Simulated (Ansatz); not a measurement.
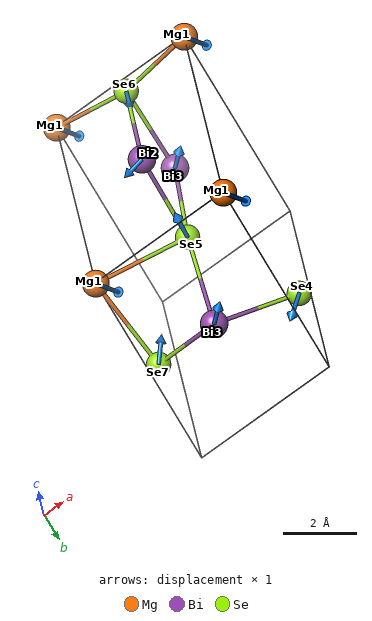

This is a relaxation of crystalline MgBi2Se4 (built on the SrAl2Te4-97 type type). The starting structure is drawn; blue arrows show the displacements (the part carried along by the change of the cell is left out), at their true length.

The picture is a ball-and-stick view of the cell of the calculation, reduced to other axes, seen from a free direction. Lengths and directions refer to the drawn axes.

Case: shaken.

These are results of DFT, PBEsol, plane waves, PAW in Ansatz 0.2.0, not measurements.

The input:
```yaml
crystal:
  lattice:
    - [-3.658415988, 3.592955269, 3.5137253871]
    - [3.6213059865, -3.5741040492, 3.4570771061]
    - [3.6573134789, 3.5730015401, -3.4946427229]
  atoms:
    - { symbol: Mg, position: [-0.0080575237, -0.0099902661, -0.0037567811] }
    - { symbol: Bi, position: [-0.0141464612, 0.4957855967, 0.495882344] }
    - { symbol: Bi, position: [0.4945951945, 0.0062307995, 0.4998392271] }
    - { symbol: Se, position: [0.0317050404, 0.9691603155, 0.5045332352] }
    - { symbol: Se, position: [0.5348832424, 0.0314868447, 0.0607641937] }
    - { symbol: Se, position: [0.9632133754, 0.4726508257, 0.9356655758] }
    - { symbol: Se, position: [0.4769241839, 0.5446480947, 0.5015151985] }
kpoints:
  mp_grid: { grid: [4, 4, 4] }
hamiltonian:
  xc: pbesol
scf:
  occupations: { method: fermi_dirac, width: 0.05 }
relax:
  f_tol: 0.01
  cell: {}
  max_steps: 120
```

Command:
```bash
ansatz run input.yaml --threads 4 --pin off --max-ram 4608MiB --backend cpu --events-out ev --progress --plain --runs-dir out
```

> What happened in the run?

The atom that moves furthest relative to the cell is Mg1 (1.66 Å along [0 1 1]). By element the largest moves are Mg 1.66 Å, Se 1.06 Å, Bi 0.78 Å. The volume changes by +23.7 %, with a 6.151 → 5.635 Å (−8.4 %), b 6.172 → 8.329 Å (+35.0 %), c 6.193 → 5.943 Å (−4.0 %), α 111.4° → 114.5°, β 107.7° → 99.1°, γ 108.9° → 109.3°. Some distances before and after: Mg1–Se7 3.198 → 5.973 Å, Mg1–Se5 3.167 → 5.893 Å, Bi3–Se6 3.363 → 5.637 Å, Bi2–Se5 3.401 → 5.637 Å. Bonds break, among them: Mg1–Se4 (3.10 → 4.93 Å). Among the angles between lasting bonds that change: Mg1–Se4–Bi3 73.3° → 151.5°, Se5–Mg1–Se6 113.1° → 179.9°, Se4–Mg1–Se7 114.3° → 179.9°. The space group (tolerance 0.01 Å) goes from P1 (No. 1) to P-1 (No. 2). Over 42 accepted moves (52 points after the start) the energy falls by 1.536 eV per cell of the calculation. The largest force component goes from 0.33 to 0.0062 eV/Å. Pressure: 1.73 GPa at the start and 0.01 GPa at the end. The line search rejected the trial steps at points 12, 27, 28, 31, 35, 38, 50 of the run. The SCF was repeated 3 times at an unchanged geometry on a basis and grid sized afresh for the cell, which shifted the energy by 40.0 meV per cell of the calculation at most.
